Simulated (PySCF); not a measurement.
# Naphthoquinone (C₁₀H₆O₂): geometry, NMR shifts

What NMR shifts should Naphthoquinone (C₁₀H₆O₂) (`O=C1C=CC(=O)c2ccccc21`) show?

Computed with PySCF 2.14.0, with density-fitted response routines of our own, on a single molecule, in the gas phase or a continuum. Atoms are numbered from 0 throughout.

**1. The starting structure**

18 atoms, charge 0, multiplicity 1; geometry from: GFN2-xTB. The atoms were then displaced at random by about 0.01 Å, so the start is not that level's minimum.

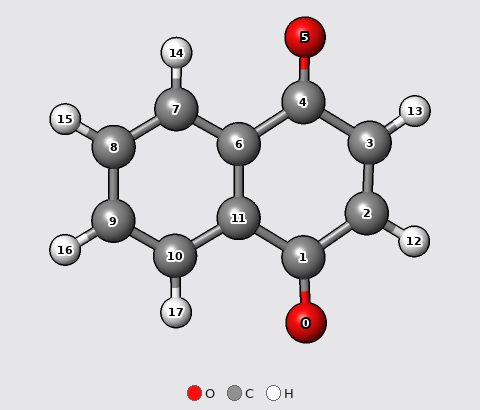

As it starts; oxygen red, carbon grey, hydrogen white, atoms numbered; sticks join atoms by distance.

**2. Relaxing the molecule at PBE0-D3(BJ)/def2-SVP**

What the job is given:

```
{"job": {"xc": "PBE0", "basis": "def2-SVP", "d3": "d3bj", "grid": 1, "shake": 0.01, "kind": "geom"}, "charge": 0, "multiplicity": 1}
O      1.650740    -2.423210    -0.611660
C      1.420350    -1.238220    -0.333360
C      2.515370    -0.284170    -0.137530
C      2.376190     1.004510     0.175370
C      0.999000     1.586150     0.341150
O      0.850890     2.770420     0.633450
C     -0.127510     0.667010     0.160470
C     -1.418940     1.156050     0.304090
C     -2.522250     0.315380     0.157270
C     -2.323380    -1.025780    -0.176350
C     -1.044250    -1.516910    -0.328530
C      0.070740    -0.678020    -0.159460
H      3.499920    -0.684750    -0.257910
H      3.154470     1.686340     0.327480
H     -1.572500     2.181560     0.561290
H     -3.523010     0.708050     0.265030
H     -3.165120    -1.669000    -0.323240
H     -0.868250    -2.543460    -0.583270
```

The run is started by

```console
$ OMP_NUM_THREADS=1 python probes_run.py task.json out
```

The driver reads the jobs from task.json and runs them one after another.

What it wrote:

```text
step   0  E = -534.13377334  max force = 0.054476
step   1  E = -534.13899191  max force = 0.009525
step   2  E = -534.14007803  max force = 0.006366
step   3  E = -534.14022325  max force = 0.006349
step   4  E = -534.14075685  max force = 0.002476
step   5  E = -534.14084304  max force = 0.000874
step   6  E = -534.14085475  max force = 0.002098
step   7  E = -534.14088078  max force = 0.000605
step   8  E = -534.14087990  max force = 0.000887
step   9  E = -534.14088645  max force = 0.000132
optimisation converged
```

It took 3.2 min on 1 thread of Arm Neoverse V2, shared host; peak memory 0.88 GiB.

The steps of the relaxation:

| step | energy from step 0 (eV) | largest force component (eV/Å) |
| --- | --- | --- |
| 0 | 0.0000 | 2.8013 |
| 1 | -0.1420 | 0.4898 |
| 2 | -0.1716 | 0.3274 |
| 3 | -0.1755 | 0.3265 |
| 4 | -0.1900 | 0.1273 |
| 5 | -0.1924 | 0.0449 |
| 6 | -0.1927 | 0.1079 |
| 7 | -0.1934 | 0.0311 |
| 8 | -0.1934 | 0.0456 |
| 9 | -0.1936 | 0.0068 |

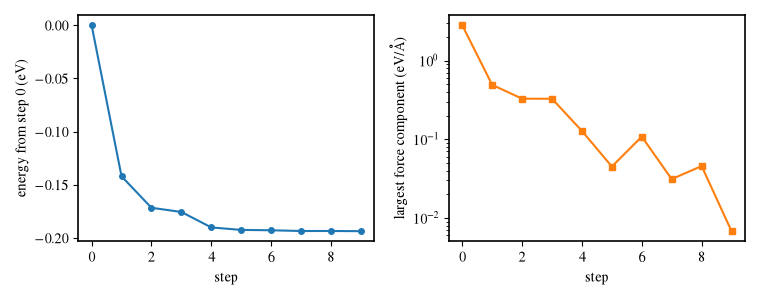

Energy and force, step by step.

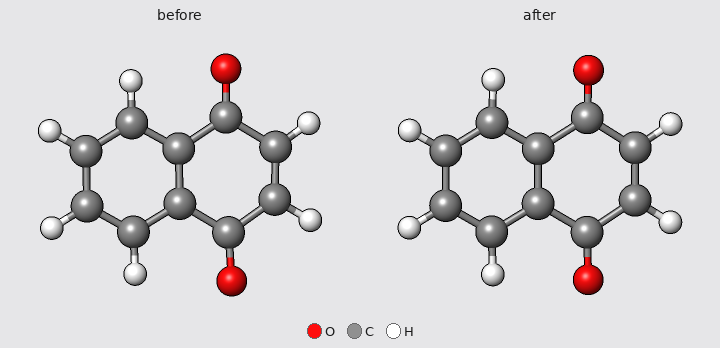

Before and after, at one scale.

Distances of close pairs at the start and the end, largest changes first:

| bond | before (Å) | after (Å) | change (Å) |
| --- | --- | --- | --- |
| C3–H13 | 1.046 | 1.093 | +0.047 |
| O0–C1 | 1.239 | 1.214 | -0.024 |
| C4–C6 | 1.465 | 1.489 | +0.024 |
| C7–H14 | 1.068 | 1.092 | +0.024 |
| C2–H12 | 1.070 | 1.093 | +0.023 |
| C9–H16 | 1.070 | 1.093 | +0.023 |
| C3–C4 | 1.504 | 1.482 | -0.022 |
| C10–H17 | 1.072 | 1.092 | +0.020 |

The next job starts from the end point, and lists it.

| at the end point | value |
| --- | --- |
| point group (found at 0.08 Å tolerance) | C2v |
| rotational constants (GHz, main isotopes) | 1.327, 1.098, 0.601 |
| dipole moment (D) | 1.27 |

**3. Nuclear shieldings: PBE0/pcSseg-1 in cyclohexane**

What the job is given:

```
{"job": {"kind": "nmr", "xc": "PBE0", "basis": "pcSseg-1", "solvent": "cyclohexane", "pop": true}, "charge": 0, "multiplicity": 1}
O      1.609185    -2.345258    -0.819001
C      1.415399    -1.205071    -0.448306
C      2.549693    -0.282865    -0.205522
C      2.370458     0.981926     0.207470
C      1.024493     1.553333     0.448405
O      0.893745     2.703375     0.816379
C     -0.141110     0.656215     0.216771
C     -1.432258     1.140895     0.432476
C     -2.530047     0.313113     0.217579
C     -2.343397    -1.002774    -0.214417
C     -1.058874    -1.492422    -0.430958
C      0.046425    -0.667385    -0.216271
H      3.542310    -0.704224    -0.384487
H      3.206772     1.662189     0.388005
H     -1.546369     2.173421     0.769122
H     -3.540270     0.693034     0.386932
H     -3.208014    -1.649118    -0.382502
H     -0.881290    -2.515851    -0.767974
```

Method: GIAO PBE0/pcSseg-1 NMR shielding, non-relativistic, IEF-PCM cyclohexane.

What it wrote:

```text
coarse grid: 16752 points
cycle   1  E = -534.1376996337  dE =  2.446e+00  |g| = 1.054e+00  |ddm| = 4.625e+00
cycle   2  E = -533.3596336073  dE =  7.781e-01  |g| = 2.261e+00  |ddm| = 4.981e+00
cycle   3  E = -534.3503052723  dE = -9.907e-01  |g| = 1.711e-01  |ddm| = 3.883e+00
cycle   4  E = -534.3562361196  dE = -5.931e-03  |g| = 8.810e-02  |ddm| = 3.088e-01
cycle   5  E = -534.3580219327  dE = -1.786e-03  |g| = 2.694e-02  |ddm| = 1.250e-01
cycle   6  E = -534.3581961734  dE = -1.742e-04  |g| = 7.007e-03  |ddm| = 2.823e-02
cycle   7  E = -534.3582077607  dE = -1.159e-05  |g| = 2.401e-03  |ddm| = 8.149e-03
cycle   8  E = -534.3582090669  dE = -1.306e-06  |g| = 4.347e-04  |ddm| = 3.981e-03
final grid: 166728 points
cycle   9  E = -534.4504506445  dE = -1.429e-05  |g| = 1.477e-02  |ddm| = 5.931e-02
cycle  10  E = -534.4503136060  dE =  1.370e-04  |g| = 3.062e-02  |ddm| = 5.147e-02
cycle  11  E = -534.4504938644  dE = -1.803e-04  |g| = 2.067e-03  |ddm| = 3.653e-02
cycle  12  E = -534.4504948145  dE = -9.502e-07  |g| = 4.918e-04  |ddm| = 2.202e-03
cycle  13  E = -534.4504948739  dE = -5.931e-08  |g| = 1.724e-04  |ddm| = 7.320e-04
cycle  14  E = -534.4504948815  dE = -7.663e-09  |g| = 4.136e-05  |ddm| = 2.568e-04
cycle  15  E = -534.4504948819  dE = -3.788e-10  |g| = 1.107e-05  |ddm| = 5.183e-05
converged SCF energy = -534.4504948819

GIAO shielding tensors (ppm)
atom      isotropic    diamagn.    paramagn.     s11        s22        s33       span
  0 O     -330.014     401.891    -731.905   -990.398   -377.414    377.769   1368.168
  1 C       -4.912     242.945    -247.856    -90.656    -33.842    109.764    200.420
  2 C       39.075     257.230    -218.155    -74.389     58.046    133.569    207.958
  3 C       39.064     257.237    -218.173    -74.387     58.024    133.556    207.943
  4 C       -4.921     242.949    -247.870    -90.664    -33.854    109.756    200.420
  5 O     -330.002     401.889    -731.891   -990.324   -377.430    377.747   1368.071
  6 C       50.393     259.557    -209.165    -37.797     23.706    165.269    203.066
  7 C       51.877     247.282    -195.406    -51.192     21.259    185.563    236.755
  8 C       44.234     254.396    -210.162    -67.371     24.362    175.710    243.082
  9 C       44.217     254.394    -210.177    -67.375     24.304    175.721    243.096
 10 C       51.875     247.286    -195.411    -51.225     21.300    185.551    236.776
 11 C       50.384     259.570    -209.186    -37.799     23.681    165.269    203.068
 12 H       24.216      28.644      -4.428     22.342     22.465     27.842      5.500
 13 H       24.217      28.645      -4.428     22.341     22.467     27.843      5.502
 14 H       22.896      31.793      -8.897     18.426     23.661     26.600      8.174
 15 H       23.275      28.934      -5.658     19.874     23.540     26.412      6.538
 16 H       23.276      28.933      -5.657     19.874     23.540     26.413      6.540
 17 H       22.893      31.795      -8.902     18.424     23.657     26.598      8.174
```

Run time: 44 s. Hardware: 1 thread of Arm Neoverse V2, shared host; peak memory 1.2 GiB.

Shifts follow as δ = σ(reference) − σ, with reference shieldings (ppm) from runs at the same level and on the same kind of geometry: 1H TMS 31.26, 13C TMS 184.8, 17O H2O 338.3. The references are single molecules in the same continuum, so shifts against H2O, NH3, PH3, H3PO4 or CFCl3 are not on the usual liquid scales and can be off by tens of ppm. Atoms listed in one row are averaged.

| atoms | environment | σ (ppm) | δ (ppm) |
| --- | --- | --- | --- |
| C1, C4 | ketone carbonyl carbon | -4.9 | 189.7 |
| C2, C3 | β carbon of a C=C–C=O unit | 39.1 | 145.8 |
| C8, C9 | aromatic CH | 44.2 | 140.6 |
| C6, C11 | substituted aromatic carbon | 50.4 | 134.4 |
| C7, C10 | aromatic CH | 51.9 | 132.9 |
| H14, H17 | hydrogen on an aromatic CH | 22.89 | 8.36 |
| H15, H16 | hydrogen on an aromatic CH | 23.28 | 7.98 |
| H12, H13 | hydrogen on a β carbon of a C=C–C=O unit | 24.22 | 7.04 |
| O0, O5 | ketone oxygen | -330.0 | 668.3 |

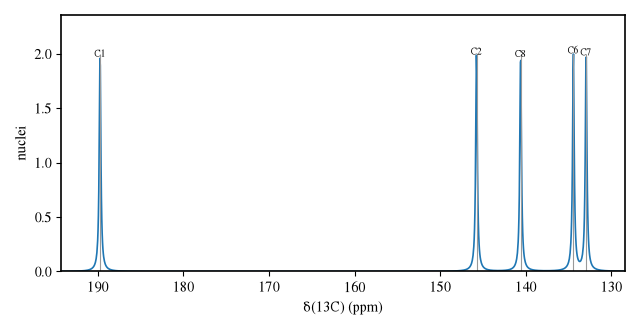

13C lines at the computed shifts, without couplings. Lines are broadened to a width of 0.23 ppm (Lorentzian).

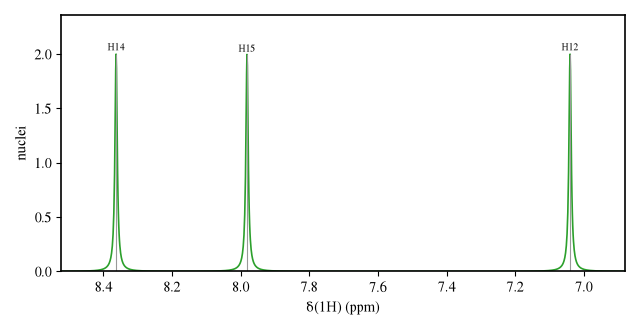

1H lines at the computed shifts, without couplings. Lines are broadened to a width of 0.01 ppm (Lorentzian).

The run also stored atomic charges by several schemes (e):

| atoms | Mulliken | IAO | Hirshfeld | ESP fit |
| --- | --- | --- | --- | --- |
| O0, O5 | -0.37 | -0.42 | -0.23 | -0.49 |
| C1, C4 | 0.40 | 0.36 | 0.15 | 0.58 |
| C2, C3 | -0.09 | -0.16 | -0.03 | -0.26 |
| C6, C11 | -0.26 | -0.06 | -0.02 | -0.09 |
| C7, C10 | 0.02 | -0.12 | -0.03 | -0.11 |
| C8, C9 | -0.04 | -0.13 | -0.03 | -0.14 |

IAO charges:

O0 -0.42; C1 0.36; C2 -0.16; C3 -0.16; C4 0.36; O5 -0.42; C6 -0.06; C7 -0.12; C8 -0.13; C9 -0.13; C10 -0.12; C11 -0.06; H12 0.18; H13 0.18; H14 0.18; H15 0.17; H16 0.17; H17 0.18

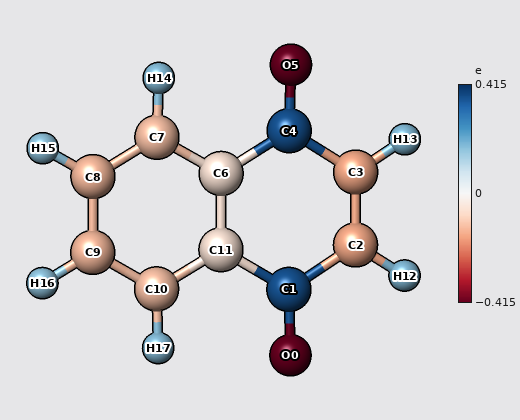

IAO charges, as colours on the atoms.

Mayer bond orders: O0–C1 1.89, C1–C2 1.09, C2–C3 1.73, C3–C4 1.09, C4–O5 1.89, C4–C6 0.97, C6–C7 1.45, C7–C8 1.43, C8–C9 1.41, C9–C10 1.43, C10–C11 1.45, C11–C1 0.97, C11–C6 1.24.

Ring of atoms C1, C2, C3, C4, C6, C11: NICS(0) 9.2, NICS(1) 1.0, NICS(1)zz 6.7 ppm (means of both faces).

Ring of atoms C6, C7, C8, C9, C10, C11: NICS(0) -7.7, NICS(1) -10.7, NICS(1)zz -25.5 ppm (means of both faces).

**4. What came out**

| quantity | value |
| --- | --- |
| point group | C2v |
| rotational constants (main isotopes) | 1.33, 1.10, 0.60 GHz |
| 13C shifts against TMS (PBE0/pcSseg-1, cyclohexane, means over atoms taken as alike) | 189.7, 145.8, 140.6, 134.4, 132.9 ppm |
| 1H shifts against TMS (PBE0/pcSseg-1, cyclohexane, means over atoms taken as alike) | 8.36, 7.98, 7.04 ppm |
| 17O shifts against H2O (PBE0/pcSseg-1, cyclohexane, means over atoms taken as alike) | 668.3 ppm |

**Reading.** Relaxing lowered the energy by 0.194 eV in 9 steps; the close pair that moved most is C3–H13, from 1.046 to 1.093 Å. No frequency check was run at this level, so the end point may be a saddle. C1, C4 (mean) (ketone carbonyl carbon) lies farthest downfield among carbon, at 189.7 ppm; low-lying n→π* states of the double bond to the heteroatom give a large paramagnetic term (-248 ppm). At PBE0/pcSseg-1: The largest span, 1368 ppm, is at O0, O5, where the paramagnetic term is -732 ppm. NICS(1)zz of -25 ppm above the planar ring from C6 marks a diatropic (aromatic) ring current.
